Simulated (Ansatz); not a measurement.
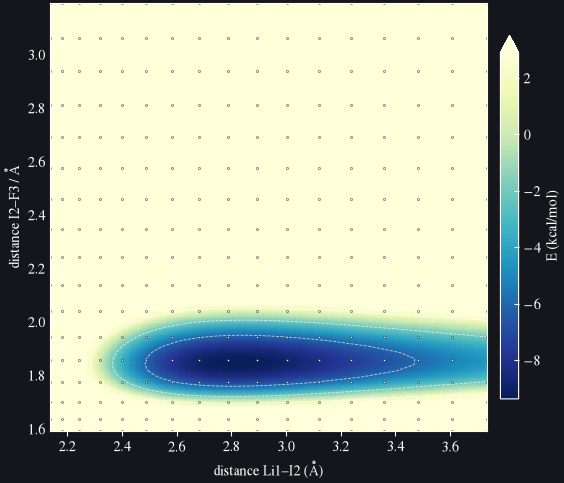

The system Li⁺ + IF. First axis: distance Li1–I2. Second axis: distance I2–F3. Nothing is relaxed (the angle Li1–I2–F3 is fixed at 100 degrees). The grid has 17 × 17 points. Energies are in kcal/mol, from Li with charge +1 far from the relaxed IF (each part in its own basis). The reference is spin-restricted, so regions where a bond is pulled apart into radicals lie too high. Method: Ansatz, RHF/def2-TZVPD.

The picture shows a smooth colour map with a few white contour lines, dots at the grid points, one colour for all values above the top of the scale. Between grid points the surface is interpolated.

Q: Estimate the position of the minimum and the force constants in these coordinates.

A: The interpolated minimum is at distance Li1–I2 ≈ 2.821 Å, distance I2–F3 ≈ 1.846 Å. The curvatures there are about 1.6 eV/Å² and 32 eV/Å², with a cross term of about −0.3 eV/Å². Round the minimum the two coordinates are nearly uncoupled. (1 eV is 23.1 kcal/mol.)
